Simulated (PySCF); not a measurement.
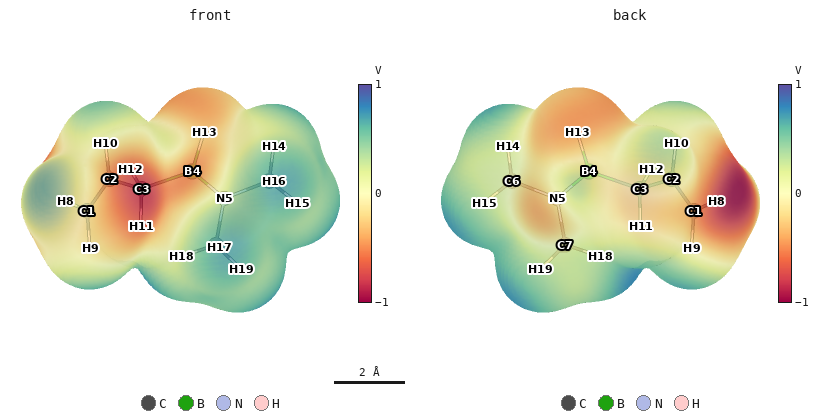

Figure. C₅H₁₂BN (SMILES C=CCBN(C)C). The electrostatic potential painted on the density surface at 0.002 e/bohr³, seen from the front and from behind; red is negative and blue positive.

Geometry: PBE0-D3(BJ)/def2-SVP.

Level of theory: PBE0/pcSseg-1, SCF density, gas phase, non-relativistic in PySCF.

```yaml
atoms:
  - { symbol: C, position_ang: [2.6615, 0.6166, 0.9002] }
  - { symbol: C, position_ang: [2.1383, -0.5490, 0.5093] }
  - { symbol: C, position_ang: [1.4905, -0.8276, -0.8116] }
  - { symbol: B, position_ang: [-0.0429, -1.1825, -0.5728] }
  - { symbol: N, position_ang: [-1.0563, -0.2238, -0.4914] }
  - { symbol: C, position_ang: [-2.4323, -0.5762, -0.2299] }
  - { symbol: C, position_ang: [-0.8499, 1.2000, -0.6043] }
  - { symbol: H, position_ang: [3.0902, 0.7443, 1.8976] }
  - { symbol: H, position_ang: [2.6890, 1.4850, 0.2331] }
  - { symbol: H, position_ang: [2.1454, -1.3837, 1.2232] }
  - { symbol: H, position_ang: [1.6310, 0.0301, -1.4897] }
  - { symbol: H, position_ang: [1.9777, -1.6993, -1.2812] }
  - { symbol: H, position_ang: [-0.3769, -2.3370, -0.3994] }
  - { symbol: H, position_ang: [-2.5316, -1.6652, -0.1448] }
  - { symbol: H, position_ang: [-3.0957, -0.2254, -1.0412] }
  - { symbol: H, position_ang: [-2.7904, -0.1160, 0.7089] }
  - { symbol: H, position_ang: [-1.1656, 1.7167, 0.3195] }
  - { symbol: H, position_ang: [0.2081, 1.4307, -0.7716] }
  - { symbol: H, position_ang: [-1.4383, 1.6241, -1.4377] }
```

> Where is the surface potential most negative and most positive?

The most negative region (about −1.0 V) lies over the π face of C1 and C2, the most positive (about +0.8 V) over H15, H18 and H19.

> What dipole moment does the calculation give?

Its dipole moment is 1.82 D.
